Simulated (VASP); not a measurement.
Band structure of Pt (fcc). All values below come from vdW-DF2, VASP's PBE PAW potentials (set 64) (plane waves; VASP 6.6.1).

Unless said otherwise, spin-orbit coupling is left out, though it shifts the bands of the heavy elements here.

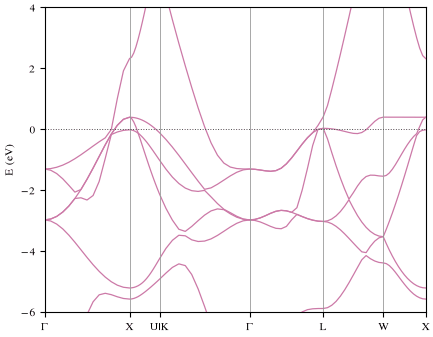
*Bands along high-symmetry lines, zero at the valence-band maximum or, without a gap, the Fermi level*

Question: Read the plot: is there a gap, and where are the band edges?

Answer: It has no gap at this level: it comes out as a metal or semimetal. (Edges off the drawn lines would not show.)

The compound is Pt in the fcc structure. It was relaxed first, which changed the volume by +15 %.
